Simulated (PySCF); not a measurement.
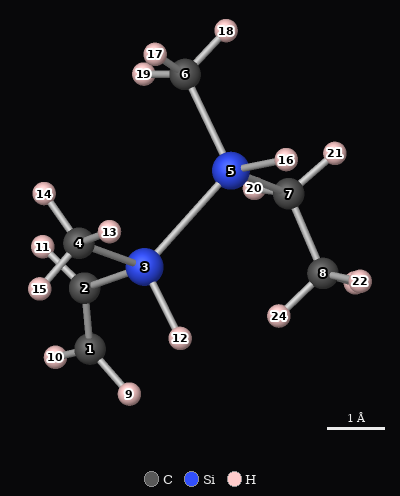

Fig. 1: The input geometry (ball-and-stick view, seen at a tilt; atoms are numbered from 1 in the order of the input). Bond lengths as drawn: C–C 1.34 to 1.55 Å, C–H 1.08 to 1.10 Å, C–Si 1.89 to 1.93 Å, H–Si 1.47 Å and Si–Si 2.35 Å.

# Single-point calculation, with input and output: C6H16Si2

System: C6H16Si2.
Method: B97-D/def2-SVP single-point energy, gas phase (PySCF 2.14.0).

The geometry comes from this level: GFN1-xTB.

Input:
```
{"job": {"xc": "B97-D", "basis": "def2-SVP", "kind": "sp"}, "charge": 0, "multiplicity": 1}
C     -1.971738    -0.843639    -2.188651
C     -1.902865    -0.230077    -1.000448
Si    -0.943858    -0.843628     0.509893
C     -2.134796    -0.831869     2.011598
Si     0.985459     0.460770     0.846052
C      0.612637     2.256374     1.401575
C      2.055018     0.547971    -0.755181
C      2.323719    -0.827678    -1.405975
H     -1.497923    -1.800232    -2.378594
H     -2.508389    -0.426417    -3.034534
H     -2.422645     0.732586    -0.941889
H     -0.657619    -2.255662     0.242496
H     -1.660272    -1.200931     2.928672
H     -2.513753     0.168375     2.254038
H     -3.019998    -1.460286     1.855281
H      1.870489    -0.088892     1.880280
H      0.082935     2.305305     2.360312
H      1.522702     2.855434     1.528876
H     -0.012082     2.805949     0.686765
H      1.582753     1.185429    -1.519360
H      3.029792     1.022728    -0.562061
H      2.842884    -1.493648    -0.714135
H      2.940229    -0.712190    -2.298992
H      1.385587    -1.306006    -1.698464
```

The first line tells a small driver script what to run in PySCF; the rest is the geometry in Å.

Run as:
```bash
OMP_NUM_THREADS=1 python <driver script> task.json out
```

Log:
```
coarse grid: 19688 points
cycle   1  E = -816.4275275372  dE =  1.104e-02  |g| = 7.310e-01  |ddm| = 4.725e+00
cycle   2  E = -816.2248518770  dE =  2.027e-01  |g| = 1.107e+00  |ddm| = 1.994e+00
cycle   3  E = -816.5817809993  dE = -3.569e-01  |g| = 8.808e-02  |ddm| = 1.268e+00
cycle   4  E = -816.5829850599  dE = -1.204e-03  |g| = 7.127e-02  |ddm| = 1.751e-01
cycle   5  E = -816.5843085670  dE = -1.324e-03  |g| = 2.209e-02  |ddm| = 8.027e-02
cycle   6  E = -816.5844621038  dE = -1.535e-04  |g| = 4.767e-03  |ddm| = 2.983e-02
cycle   7  E = -816.5844679013  dE = -5.797e-06  |g| = 1.392e-03  |ddm| = 5.915e-03
final grid: 177056 points
cycle   8  E = -816.6936687129  dE = -4.596e-05  |g| = 9.989e-03  |ddm| = 5.094e-02
cycle   9  E = -816.6936306173  dE =  3.810e-05  |g| = 1.531e-02  |ddm| = 2.673e-02
cycle  10  E = -816.6936963058  dE = -6.569e-05  |g| = 9.204e-04  |ddm| = 1.637e-02
cycle  11  E = -816.6936965970  dE = -2.912e-07  |g| = 2.169e-04  |ddm| = 1.564e-03
cycle  12  E = -816.6936966082  dE = -1.117e-08  |g| = 7.993e-05  |ddm| = 2.938e-04
cycle  13  E = -816.6936966101  dE = -1.886e-09  |g| = 2.301e-05  |ddm| = 1.216e-04
cycle  14  E = -816.6936966102  dE = -1.057e-10  |g| = 1.277e-05  |ddm| = 3.309e-05
```

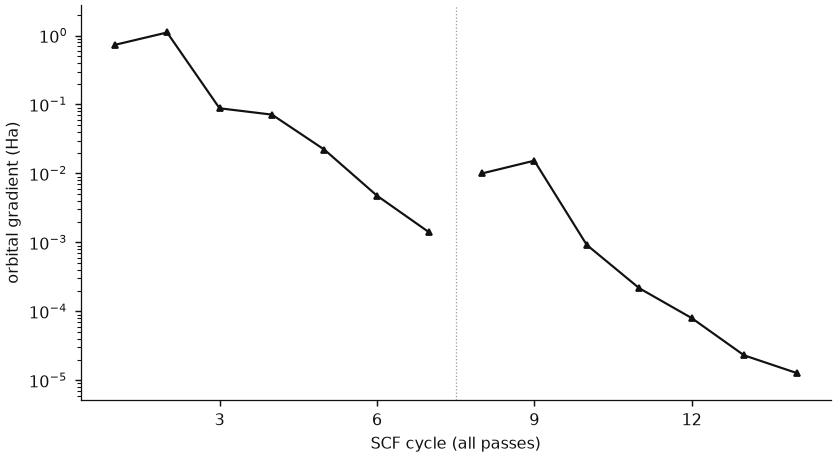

Fig. 2: Convergence of the self-consistent field: orbital gradient against the SCF cycle. The dotted line marks the change from a coarse to the final integration grid. The first 7 cycles use a coarse grid, the final grid takes over at cycle 8, and the field converges after 14 cycles in all.

```
converged SCF energy = -816.6936966102
```

Key numbers:

| quantity | value |
| --- | --- |
| outcome | converged |
| total energy | −816.693697 hartree |
| HOMO | −6.11 eV |
| LUMO | −1.14 eV |
| dipole moment | 0.76 D |
| hardware | 1 CPU thread, shared host |
| wall time | 35 s |
| peak memory | 0.53 GiB |
